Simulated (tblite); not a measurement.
System: H2N, doublet: map of symmetric stretch and bend. Scanned: N-H bond length and H-N-H angle.

Cartesian coordinates as functions of the variables (Å; names that start with a are angles):
```
N  0  0  0
H  r*sin(a/2)  0  r*cos(a/2)
H  -r*sin(a/2)  0  r*cos(a/2)
```

Computed with tblite 0.5.0 with GFN2-xTB, 300 K electronic temperature.

Energy in eV above the lowest grid point; x is the N-H bond length (Å), y the H-N-H angle (°).

```csv
y \ x,0.88,0.95,0.99,1.04,1.09,1.15,1.20,1.25,1.31,1.35,1.39
180,1.314,0.724,0.689,0.849,1.164,1.671,2.154,2.664,3.288,3.702,4.109
173,1.304,0.709,0.672,0.829,1.141,1.643,2.122,2.627,3.243,3.650,4.048
163,1.254,0.641,0.593,0.736,1.034,1.517,1.978,2.464,3.054,3.440,3.816
153,1.174,0.530,0.465,0.586,0.862,1.318,1.758,2.221,2.785,3.155,3.517
143,1.083,0.400,0.313,0.409,0.659,1.087,1.505,1.949,2.493,2.853,3.209
133,1.004,0.277,0.166,0.234,0.459,0.860,1.258,1.686,2.216,2.570,2.922
123,0.964,0.189,0.053,0.092,0.291,0.666,1.046,1.460,1.979,2.329,2.680
113,0.988,0.162,0.000,0.010,0.184,0.533,0.896,1.297,1.805,2.151,2.500
103,1.105,0.224,0.034,0.013,0.161,0.483,0.829,1.217,1.714,2.056,2.401
93,1.340,0.400,0.180,0.126,0.246,0.542,0.869,1.242,1.724,2.057,2.396
83,1.723,0.718,0.466,0.377,0.465,0.728,1.032,1.383,1.843,2.163,2.490
70,2.504,1.397,1.094,0.946,0.980,1.183,1.441,1.750,2.163,2.455,2.755
```

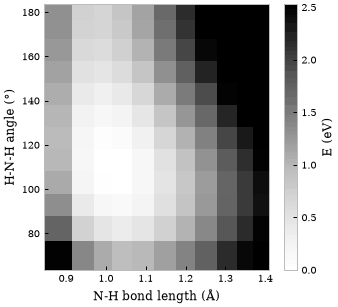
Figure: Energy surface, cut off at 3 eV.

Points that lie below all their neighbours on the grid: x = 0.99, y = 113 (0.000 eV).
